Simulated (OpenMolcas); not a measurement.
Excited-state calculation of RuF6 (charge −3) (part 4 of 4)

The same run, continued: RuF6, charge −3, multiplicity 2; MC-PDFT (ftrevPBE)/ANO-RCC-VDZ, DKH2 (OpenMolcas 26.06). The geometry comes from this level: GFN2-xTB.

Geometry of the input (Å):
```
Ru 0.0004  0.0004  -0.0007
F  -0.0200  -0.0100  2.0696
F  0.0195  0.0108  -2.0697
F  2.0707  0.0048  0.0195
F  -2.0678  -0.0069  -0.0183
F  -0.0073  2.0712  0.0099
F  0.0044  -2.0704  -0.0102
```

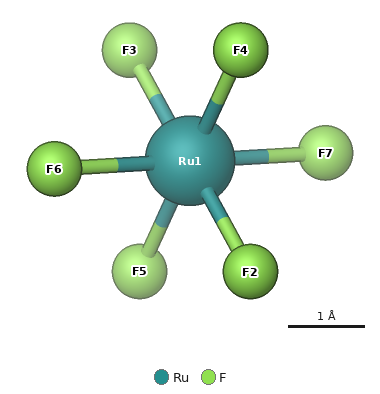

Figure 1. The input geometry (ball-and-stick view, seen at a tilt; atoms are numbered from 1 in the order of the input). Sticks mark near contacts.

### The program's output, continued
```
      Integrated total density:                                                101.000
      Integrated alpha density before functional transformation:                51.000
      Integrated  beta density before functional transformation:                50.000
      Integrated alpha density  after functional transformation:                57.394
      Integrated  beta density  after functional transformation:                43.606
      Integrated alpha tau     before functional transformation:                 0.000
      Integrated  beta tau     before functional transformation:                 0.000
      Integrated alpha tau      after functional transformation:                 0.000
      Integrated  beta tau      after functional transformation:                 0.000
      NOTE:
      Densities after transformation are intermediate quantities
      and should not be interpreted as real spin densities

      Exchange energy scaling factor                                          1.000000
      Correlation energy scaling factor                                       1.000000

      Integrated alpha exchange energy                                     -114.079899
      Integrated beta  exchange energy                                      -80.623658
      Integrated  correlation   energy                                       -4.186962

      Nuclear Repulsion energy                                            814.18008669
      CASSCF contribution energy                                        -4930.79447899
      On-top energy                                                      -198.89051866

      Total MCPDFT energy for state   3                                 -5129.68499765
--

++    MC-PDFT RESULTS, STATE 0004
      ---------------------------

      MCSCF reference energy                                            -5124.49120590

      Integrated total density:                                                101.000
      Integrated alpha density before functional transformation:                51.000
      Integrated  beta density before functional transformation:                50.000
      Integrated alpha density  after functional transformation:                57.377
      Integrated  beta density  after functional transformation:                43.623
      Integrated alpha tau     before functional transformation:                 0.000
      Integrated  beta tau     before functional transformation:                 0.000
      Integrated alpha tau      after functional transformation:                 0.000
      Integrated  beta tau      after functional transformation:                 0.000
      NOTE:
      Densities after transformation are intermediate quantities
      and should not be interpreted as real spin densities

      Exchange energy scaling factor                                          1.000000
      Correlation energy scaling factor                                       1.000000

      Integrated alpha exchange energy                                     -114.093084
      Integrated beta  exchange energy                                      -80.669888
      Integrated  correlation   energy                                       -4.188813

      Nuclear Repulsion energy                                            814.18008669
      CASSCF contribution energy                                        -4930.66101450
      On-top energy                                                      -198.95178506

      Total MCPDFT energy for state   4                                 -5129.61279956
--

++    MC-PDFT RESULTS, STATE 0005
      ---------------------------

      MCSCF reference energy                                            -5124.49105332

      Integrated total density:                                                101.000
      Integrated alpha density before functional transformation:                51.000
      Integrated  beta density before functional transformation:                50.000
      Integrated alpha density  after functional transformation:                57.377
      Integrated  beta density  after functional transformation:                43.623
      Integrated alpha tau     before functional transformation:                 0.000
      Integrated  beta tau     before functional transformation:                 0.000
      Integrated alpha tau      after functional transformation:                 0.000
      Integrated  beta tau      after functional transformation:                 0.000
      NOTE:
      Densities after transformation are intermediate quantities
      and should not be interpreted as real spin densities

      Exchange energy scaling factor                                          1.000000
      Correlation energy scaling factor                                       1.000000

      Integrated alpha exchange energy                                     -114.092395
      Integrated beta  exchange energy                                      -80.670455
      Integrated  correlation   energy                                       -4.188812

      Nuclear Repulsion energy                                            814.18008669
      CASSCF contribution energy                                        -4930.66082995
      On-top energy                                                      -198.95166262

      Total MCPDFT energy for state   5                                 -5129.61249258
--

::    MCPDFT root number  1 Total energy:  -5129.68525726
::    MCPDFT root number  2 Total energy:  -5129.68509353
::    MCPDFT root number  3 Total energy:  -5129.68499765
::    MCPDFT root number  4 Total energy:  -5129.61279956
::    MCPDFT root number  5 Total energy:  -5129.61249258

--- Stop Module: mcpdft /rc=_RC_ALL_IS_WELL_ ---
--- Module mcpdft spent 5 seconds ---

.##################.
.# Happy landing! #.
.##################.

    Timing: Wall=14.72 User=13.66 System=1.05
```

### Results in brief

```csv
quantity,value
outcome,converged
total energy,−5129.685257 hartree
basis functions,90
wall time,15 s
peak memory,0.29 GiB
```
